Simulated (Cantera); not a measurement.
Charge: 1 mol AlN, 820 mol H2, 26 mol N2, 7.5 mol HCl, at 0.100 bar.

Equilibrium computed with Cantera from the NASA thermochemical tables; the gas is ideal and each condensed phase is pure. Candidate condensed phases: Al, AlCl3, AlN, NH4Cl; 20 gas species. The tables' values for AlCl2 are old estimates; treat these amounts as uncertain. Kinetics and transport are ignored.

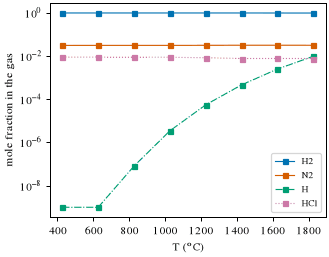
Equilibrium gas composition (values under 1e-9 drawn at 1e-9)

From 427 °C to 1227 °C the condensed part is AlN(s). From 1427 °C to 1827 °C nothing is condensed. The main Al-bearing gas is AlCl3 at 427 °C and AlCl at 1827 °C.
